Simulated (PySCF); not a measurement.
**C₅H₁₁N₃Si: density, localisation and related maps**

| atom | x (Å) | y (Å) | z (Å) |
| --- | --- | --- | --- |
| C | -2.2522 | -0.9754 | -0.6306 |
| C | -2.3753 | 0.5109 | -0.3189 |
| C | -1.3765 | 0.9682 | 0.7497 |
| N | -0.0226 | 0.8381 | 0.2899 |
| C | 0.8463 | -0.1759 | 0.4859 |
| C | 1.9792 | 0.1741 | -0.2219 |
| Si | 3.6085 | -0.7186 | -0.4395 |
| N | 1.7165 | 1.3742 | -0.7995 |
| N | 0.5381 | 1.7549 | -0.4945 |
| H | -2.9839 | -1.2631 | -1.3810 |
| H | -2.4263 | -1.5711 | 0.2636 |
| H | -1.2628 | -1.2109 | -1.0175 |
| H | -2.2038 | 1.0943 | -1.2250 |
| H | -3.3818 | 0.7297 | 0.0412 |
| H | -1.4928 | 0.3733 | 1.6596 |
| H | -1.5463 | 2.0228 | 0.9817 |
| H | 0.6175 | -1.0280 | 1.0907 |
| H | 4.6126 | -0.1451 | 0.4591 |
| H | 3.3681 | -2.1205 | -0.0723 |
| H | 4.0324 | -0.6211 | -1.8333 |

Geometry: GFN2-xTB.

Level of theory: PySCF 2.14.0, PBE0/pcSseg-1, SCF density, gas phase, non-relativistic.

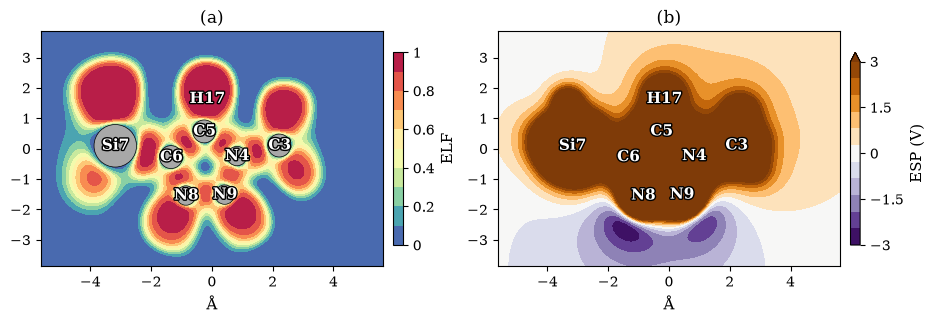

Figure 1. (a) ELF; (b) electrostatic potential on the plane of atoms C5, N4 and N9. Grey discs cover the atomic cores in the ELF map.

Question: Describe what can be read from this map.

Answer: The plane passes through C, N, Si and H nuclei.
N–N (1.28 Å): the ELF peaks at about 0.90 between the atoms, as expected for localised, covalent bonding.
C–N (1.35 Å): the ELF peaks at about 0.90 between the atoms (a covalent bond).
C–C (1.38 Å): the ELF peaks at about 0.95 between the atoms (a covalent bond).
C–Si (1.87 Å): the ELF peaks at about 1 between the atoms (a covalent bond).
C–H (1.07 Å): the ELF climbs to about 1 towards the hydrogen, as it does in any bond to H; a covalent bond by its length.
The ELF also peaks beside N8 and N9, away from the bonds: lone-pair regions.
Outside the dense part of the molecule the potential is most negative (−2.9 V) near N8.

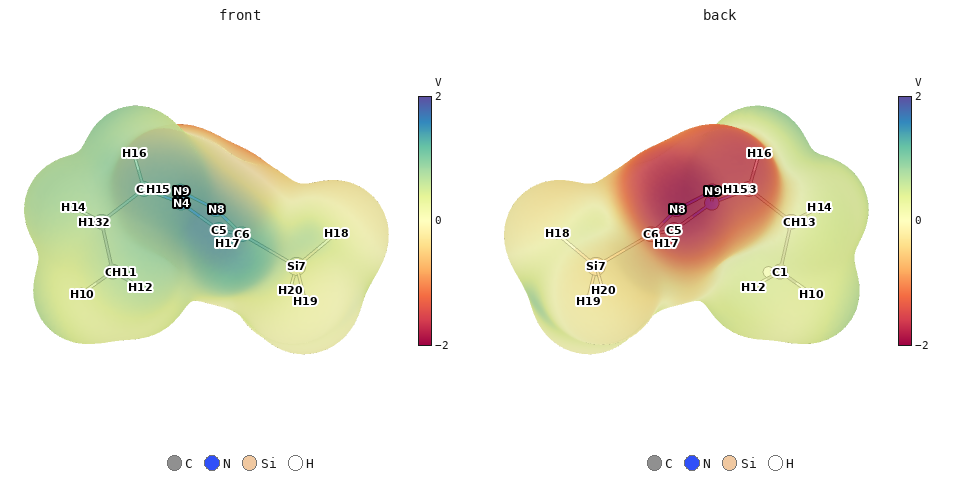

Figure 2. The molecular electrostatic potential painted on the density surface at 0.001 e/bohr³, seen from the front and from behind; red is negative and blue positive.

Question: Which sites attract a positive test charge, and which a negative one?

Answer: A positive charge is drawn to the negative regions and a negative charge to the positive ones. The most negative region (about −1.9 V, or −44 kcal/mol for a unit charge) lies over N8, the most positive (about +1.3 V, or +30 kcal/mol for a unit charge) over H15 and H17. N8 is the likeliest acceptor of a hydrogen bond.
